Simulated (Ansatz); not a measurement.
# HF (hydrogen fluoride) at BHLYP/cc-pVTZ

Aim: the electronic atomisation energy of HF (hydrogen fluoride) at BHLYP/cc-pVTZ, from 3 runs. 

Program for the calculation: Ansatz 0.2.0.

37 further runs of the same task are left out: 37 set aside as unsound or not needed.

## Step 1: The molecule

The species is HF (2 atoms), meant as a singlet with charge 0. As SMILES, `F`. Geometry: relaxed at PBE0-D4/def2-TZVP.

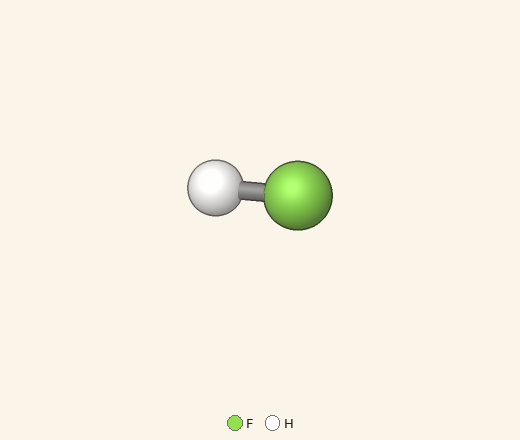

Viewed from a chosen angle; fluorine green, hydrogen white.

## Step 2: A single-point energy at BHLYP/cc-pVTZ

File molecule.yaml:

```yaml
crystal:
  periodic: [false, false, false]
  atoms:
    - {symbol: F, position_ang: [-0.390000, 0.144600, -0.196400]}
    - {symbol: H, position_ang: [0.390000, -0.144600, 0.196400]}
basis:
  gaussian: {orbitals: cc-pVTZ}
total_charge: 0
magnetization: {spin_polarized: false, initial_magnetization: 0}
hamiltonian: {xc: {name: BHLYP}}
accuracy: high
output: {orbitals: {seedname: orbitals}}
```

Run with:

```sh
$ ansatz run molecule.yaml --threads 1 --pin off --max-ram 3480MiB --events-out events.jsonl --progress --plain --runs-dir runs
```

Standard output:

```text
Warning: RAYON_NUM_THREADS=1 ignored (pool sized by the plan → 1); use --threads N
Functional definition: BHLYP
  name "BHLYP"
  parameter a = 0.5
  exchange = (1 - a)*b88_x + a*exact_x
  correlation = lyp_c
585 factors; integrals over basis functions are off by at most 3.6e-9 eV
mean field evaluation 1: about -2731.9757 eV, gradient 3.0e1 eV
mean field evaluation 2: about -2731.9167 eV, gradient 3.3e1 eV
mean field evaluation 4: about -2733.2014 eV, gradient 7.3e-1 eV
mean field evaluation 8: about -2733.2027 eV, gradient 2.1e-3 eV
mean field evaluation 16: about -2733.2027 eV, gradient 4.1e-9 eV
mean field -2733.20266905 eV, -100.4433454563 hartree, gradient 4.5e-9 eV, S^2 0.000000; 0 other end points of the search recorded, 0 dependent functions left out
reference -2733.20267963 eV, -100.4433458450 hartree; 5, 5 occupied and 39, 39 virtual orbitals, 585 factors
Total energy: -2733.20267963 eV, -100.4433458450 hartree
```

Run time: 0.62 s. Hardware: 1 thread of Arm Neoverse V1, shared host.

## Step 3: The F atom at the same level

File in.yaml:

```yaml
crystal:
  periodic: [false, false, false]
  atoms:
    - {symbol: F, position_ang: [0.000000, 0.000000, 0.000000]}
basis:
  gaussian: {orbitals: cc-pVTZ}
magnetization: {spin_polarized: true, initial_magnetization: 1}
accuracy: high
hamiltonian: {xc: {name: BHLYP}}
```

Run with:

```sh
$ ansatz run in.yaml --threads 1 --pin off --max-ram 3480MiB --events-out events.jsonl --progress --plain --runs-dir runs
```

Standard output:

```text
Warning: RAYON_NUM_THREADS=1 ignored (pool sized by the plan → 1); use --threads N
[... 5 set-up lines as earlier in the session ...]
299 factors; integrals over basis functions are off by at most 2.7e-9 eV
mean field evaluation 1: about -2713.9053 eV, gradient 6.8e0 eV
mean field evaluation 2: about -2713.9990 eV, gradient 1.0e0 eV
mean field evaluation 4: about -2714.0030 eV, gradient 3.7e-1 eV
mean field evaluation 8: about -2714.0034 eV, gradient 1.7e-3 eV
mean field -2714.00335226 eV, -99.7377835781 hartree, gradient 3.8e-8 eV, S^2 0.751852; 0 other end points of the search recorded, 0 dependent functions left out
reference -2714.00335981 eV, -99.7377838555 hartree; 5, 4 occupied and 25, 26 virtual orbitals, 299 factors
Total energy: -2714.00335981 eV, -99.7377838555 hartree
```

Run time: 0.44 s. Hardware: 1 thread of Arm Neoverse V1, shared host.

## Step 4: The H atom, same level

File job.yaml:

```yaml
crystal:
  periodic: [false, false, false]
  atoms:
    - symbol: H
      position_ang: [0.000000, 0.000000, 0.000000]
basis:
  gaussian:
    orbitals: cc-pVTZ
magnetization:
  spin_polarized: true
  initial_magnetization: 1
hamiltonian:
  xc: {name: BHLYP}
accuracy: high
```

Run the same way, it converges to -0.49855 Eh (log not shown).

## Step 5: Summary of results

At BHLYP/cc-pVTZ:

| quantity | value |
| --- | --- |
| molecule: total energy | -100.44335 Eh |
| molecule: HOMO energy | -13.73 eV |
| molecule: LUMO energy | 1.66 eV |
| molecule: HOMO–LUMO gap | 15.38 eV |
| F atom: total energy | -99.73778 Eh |
| F atom: ⟨S²⟩ | 0.752 |
| H atom: total energy | -0.49855 Eh |
| H atom: ⟨S²⟩ | 0.750 |
| electronic atomisation energy | 5.633 eV |

In words: Taking the molecule apart into free atoms costs 5.63 eV (130 kcal/mol), before zero-point energy and without spin-orbit coupling.
